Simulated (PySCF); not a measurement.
# C$_{6}$H$_{9}$NSi (SMILES C=C1CN(C2=CC2)[SiH2]1): what the fields show

Input file:

```
{"job": {"kind": "uv", "xc": "PBE0", "basis": "def2-SVPD", "nstates": 8, "ntriplets": 3}, "charge": 0, "multiplicity": 1}
C     -3.116117    -0.596523    -0.153816
C     -1.891100    -0.139078     0.017822
C     -0.574224    -0.848925    -0.179035
N      0.258079     0.293125     0.202205
C      1.594681     0.264462     0.222481
C      2.758396     0.822132     0.426722
C      2.780622    -0.611635    -0.031605
Si    -1.005112     1.449317     0.542460
H     -3.315143    -1.606933    -0.480044
H     -3.979179     0.023126     0.024407
H     -0.394182    -1.169682    -1.209887
H     -0.430713    -1.708435     0.483400
H      3.357615     1.649953     0.705016
H      3.027562    -1.405340     0.670598
H      3.066018    -0.853373    -1.053447
H     -1.046792     2.593052    -0.368110
H     -1.097411     1.856788     1.944040
```

Run with:

```sh
OMP_NUM_THREADS=1 python probes_run.py task.json out
```

Geometry: GFN2-xTB.

Level of theory: PySCF, PBE0/def2-SVPD, SCF density, gas phase.

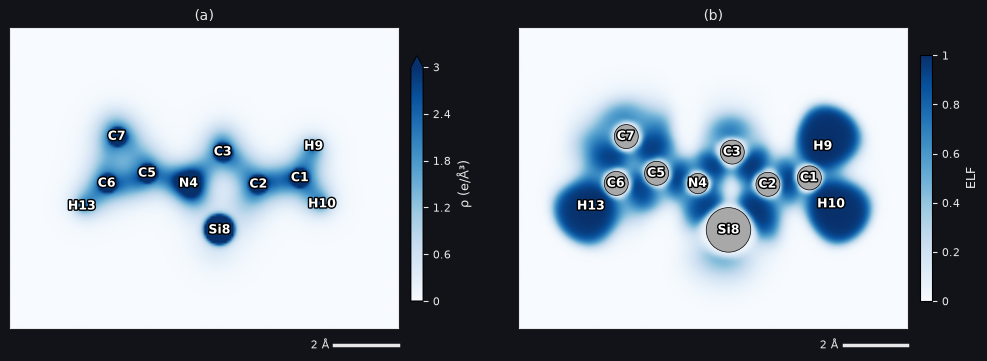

Figure 1. (a) electron density; (b) ELF on the plane of atoms N4, C5 and C7. Grey discs cover the atomic cores in the ELF map.

Q: Interpret the plot.

A: The plane passes through C, N, Si and H nuclei. C–C (1.31 Å): ρ is about 2.2 e/Å³ halfway; the ELF peaks at about 0.85 between the atoms (a short, multiple covalent bond). C–N (1.34 Å): ρ is about 2.4 e/Å³ halfway; the ELF peaks at about 0.90 between the atoms: a covalent bond. Si–N (1.75 Å): ρ is about 1 e/Å³ halfway; the ELF peaks at about 0.90 between the atoms; a shared but strongly polarised pair. C–Si (1.89 Å): the density is about 0.91 e/Å³ at the midpoint; the ELF peaks at about 0.95 between the atoms: a shared electron pair. C–H (1.06 Å): the density is about 2 e/Å³ at the midpoint; the ELF climbs to about 1 towards the hydrogen, as it does in any bond to H (a covalent bond by its length).

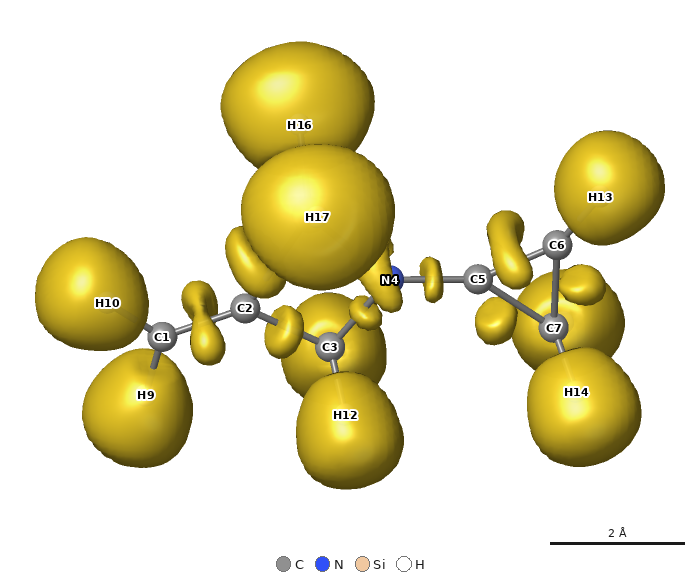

Figure 2. Isosurface of the electron localisation function at 0.85 (yellow), seen at a tilt. Core shells and regions of very low density are left out.

Q: Identify the bonds, lone pairs and shells in this picture.

A: At this value the surface marks out five regions between bonded C–C atoms (shared pairs), two regions between bonded C–N atoms (shared pairs), one region between bonded C–Si atoms (shared pairs), one region between bonded N–Si atoms (shared pairs) and nine regions around hydrogen nuclei.

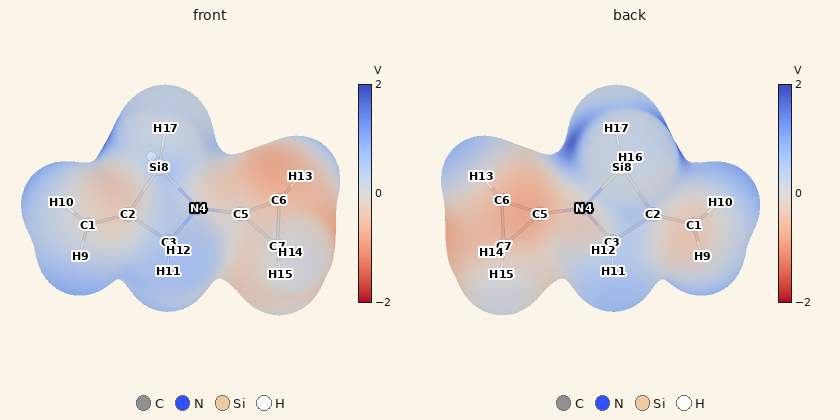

Figure 3. The molecular electrostatic potential painted on the density surface at 0.002 e/bohr³, seen from the front and from behind; red is negative and blue positive.

Q: Where is the surface potential most negative and most positive?

A: The most negative region (about −0.9 V) lies over the π face of C5 and C6, the most positive (about +1.8 V) over Si8.
